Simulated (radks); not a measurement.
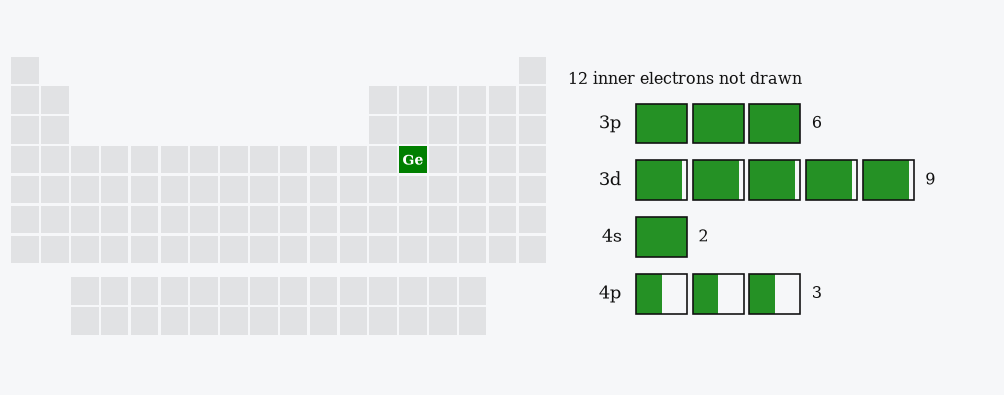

Figure 1. Left, the place of germanium in the periodic table; right, the outer shells as the input fills them: a box for each of the 2l + 1 orbitals, shaded by the share of the shell that is filled, with the electron count at the right.

# Run report: Ge, atomic calculation

- system: a free Ge atom in the configuration [Ar] 3d9 4s2 4p3 (3d3/2: 4, 3d5/2: 5, 4p1/2: 2, 4p3/2: 1).
- method: Dirac Kohn-Sham, LDA (Slater exchange, Perdew-Wang correlation), spin-unpolarised, spherical densities, finite nucleus (the in-house radial solver radks)

### Summary

| quantity | value |
| --- | --- |
| outcome | converged |
| total energy | −2094.9122 hartree |
| kinetic energy | 2138.6014 hartree |
| electron–nucleus energy | −5048.4757 hartree |
| Hartree energy | 891.039492 hartree |
| exchange–correlation energy | −76.077392 hartree |
| radius at density 0.001 e/bohr³ | 4.43 bohr |
| SCF iterations | 15 |
| hardware | 1 CPU thread, shared host |

### Input
```
Z 32
configuration [Ar] 3d9 4s2 4p3
relativity Dirac
functional lda,pw
spin unpolarised
j_filling energy
nucleus finite rms 4.0742 fm
c 137.035999084
```

Energies in input and log are in hartree, lengths in bohr (the nuclear radius in fm).

### Output
```
1s1/2   1   2.0000        -402.37457108
2s1/2   1   2.0000         -50.77039656
2p1/2   1   2.0000         -45.25615726
2p3/2   1   4.0000         -44.08786213
3s1/2   1   2.0000          -6.54740469
3p1/2   1   2.0000          -4.72468397
3p3/2   1   4.0000          -4.56362793
3d3/2   1   4.0000          -1.45529030
3d5/2   1   5.0000          -1.43229547
4s1/2   1   2.0000          -0.52003864
4p1/2   1   2.0000          -0.19931011
4p3/2   1   1.0000          -0.18987108
Etot -2094.9121973547535
Ekin 2138.6014486283307
Encl -5048.475746133696
Eh 891.0394922915943
Exc -76.07739214098252
err 3.4154975874598684e-09
it 15
```

### Orbitals

| orbital | occupation | energy (eV) | ⟨r⟩ (bohr) | outer maximum (bohr) |
| --- | --- | --- | --- | --- |
| 1s | 2 | −10949.2 | 0.04707 | 0.0308 |
| 2s | 2 | −1381.5 | 0.2102 | 0.176 |
| 2p1/2 | 2 | −1231.5 | 0.1814 | 0.139 |
| 2p3/2 | 4 | −1199.7 | 0.1850 | 0.142 |
| 3s | 2 | −178.164 | 0.6209 | 0.541 |
| 3p1/2 | 2 | −128.565 | 0.6336 | 0.535 |
| 3p3/2 | 4 | −124.183 | 0.6440 | 0.544 |
| 3d3/2 | 4 | −39.600 | 0.7010 | 0.493 |
| 3d5/2 | 5 | −38.975 | 0.7055 | 0.496 |
| 4s | 2 | −14.151 | 1.982 | 1.65 |
| 4p1/2 | 2 | −5.424 | 2.559 | 1.99 |
| 4p3/2 | 1 | −5.167 | 2.611 | 2.03 |

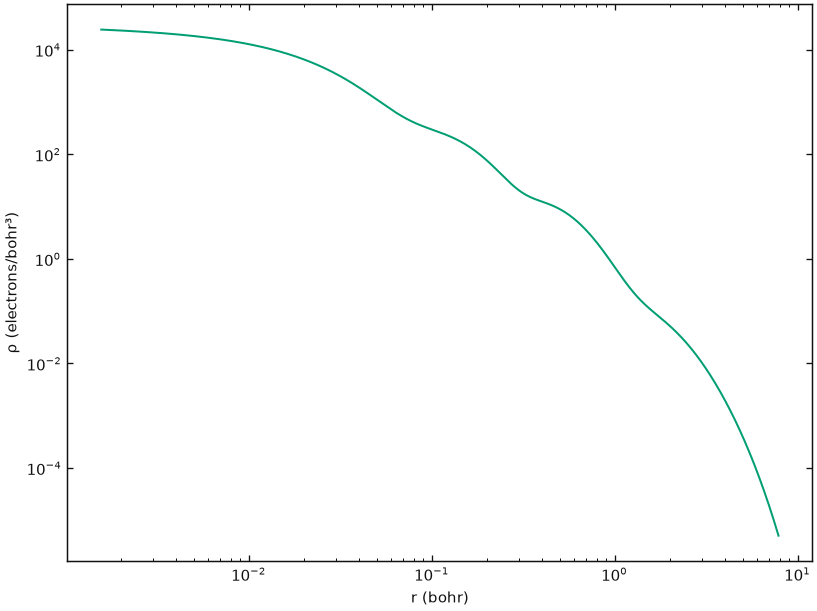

Figure 2. The electron density ρ(r) on a logarithmic scale. The density falls from 24000 electrons/bohr³ at the inner end (r = 0.0016 bohr) to 0.001 at r = 4.43 bohr, a common measure of the size of an atom or ion. The highest occupied orbital, 4p3/2 (⟨r⟩ = 2.61 bohr, −5.17 eV), is also the most diffuse and sets the fall-off far out: over the last part drawn ln ρ falls by 1.5 per bohr, against 2√(−2ε) = 1.2 for the pure exponential. The steps in the slope mark the shells; the radial density has its minima at 0.069 and 0.33 bohr.

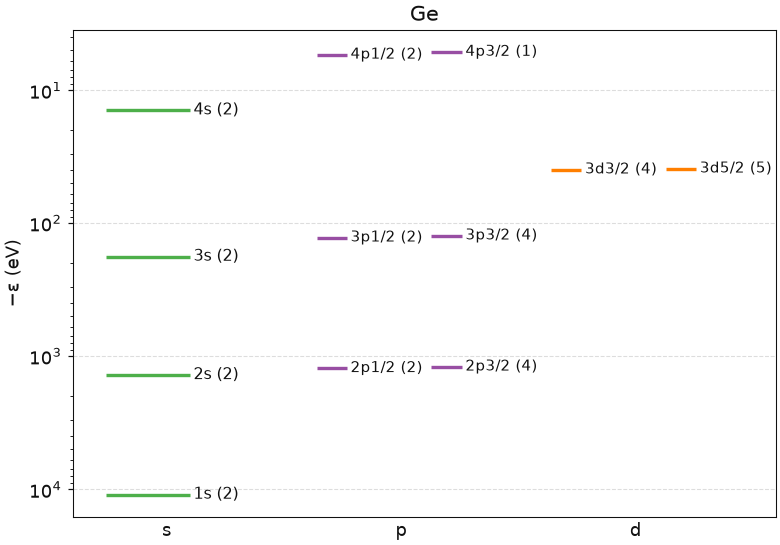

Figure 3. All occupied levels, on a logarithmic scale of binding energy, are drawn by angular momentum (occupations in brackets, the lower j at the left of each column). The highest occupied level is 4p3/2 at −5.17 eV. The highest 3 occupied levels, from the top down, are 4p3/2 (−5.17 eV), 4p1/2 (−5.42 eV), 4s (−14.2 eV). Spin-orbit splittings: 4p 0.257 eV, 3d 0.626 eV, 3p 4.38 eV, 2p 31.8 eV. The open 3d shell lies under a filled one.

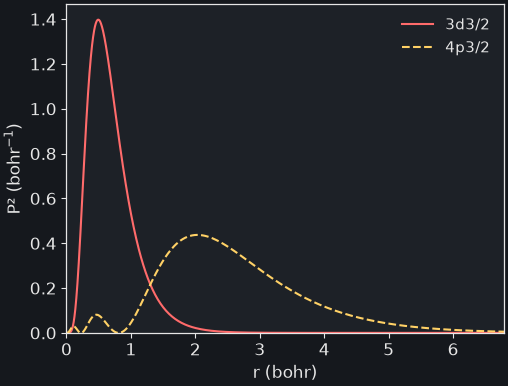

Figure 4. The radial probability densities P² (large components) of 3d3/2 and 4p3/2. 3d3/2: outer maximum at 0.493 bohr, ⟨r⟩ = 0.701 bohr, 0 nodes, eigenvalue −39.6 eV; 4p3/2: outer maximum at 2.03 bohr, ⟨r⟩ = 2.61 bohr, 2 nodes, eigenvalue −5.17 eV.
